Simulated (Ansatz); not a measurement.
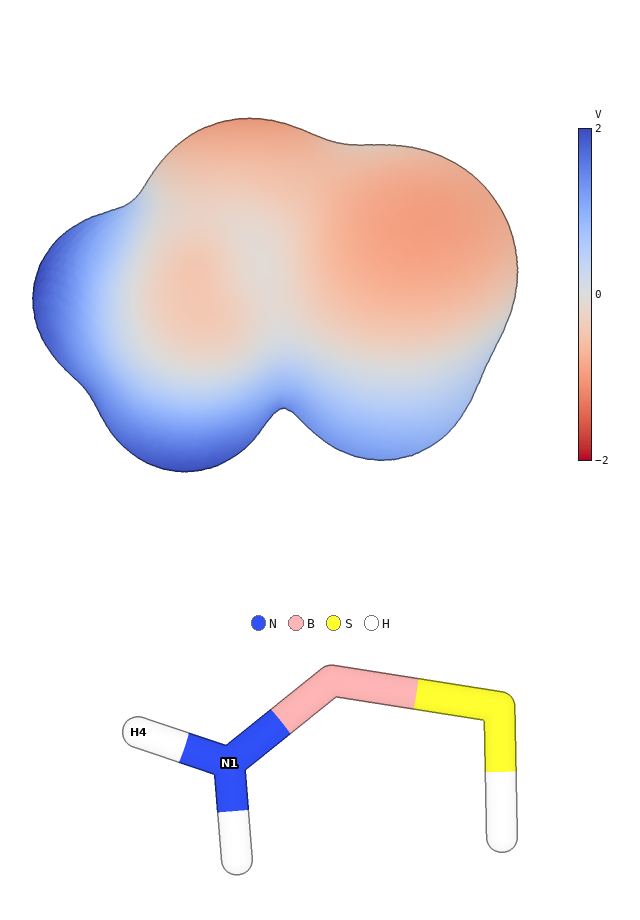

Figure 1: BH3NS (SMILES N[B]S) (doublet). The molecular electrostatic potential painted on the density surface at 0.002 e/bohr³, seen across its widest extent; red is negative and blue positive. The bare structure is drawn below in the same view.

Method: UKS B3LYP/def2-SVP (Ansatz).

Input

```
crystal:
  periodic: [false, false, false]
  atoms:
    - { symbol: "N", position_ang: [-0.8209, 0.325, -0.6495] }
    - { symbol: B, position_ang: [-0.3643, -0.6469, 0.3491] }
    - { symbol: S, position_ang: [0.6929, -0.0841, 1.7678] }
    - { symbol: H, position_ang: [-1.3365, -0.1536, -1.3807] }
    - { symbol: H, position_ang: [-0.0296, 0.7569, -1.1626] }
    - { symbol: H, position_ang: [1.9004, -0.2613, 1.0297] }
magnetization:
  spin_polarized: true
  initial_magnetization: 1
basis:
  gaussian: { orbitals: def2-SVP }
hamiltonian:
  xc: b3lyp
relax:
  f_tol: 0.015
  max_steps: 40
output:
  orbitals: {}
```

Run with:

```sh
ansatz run input.yaml --threads 1 --pin off --max-ram 2048MiB --backend cpu --events-out ev --progress --plain --runs-dir out
```

The fields are those of the relaxed geometry.

Q: Describe the electrostatic potential map.

A: The most negative region (about −0.9 V) lies over S3, the most positive (about +1.9 V) over H4 and H5.
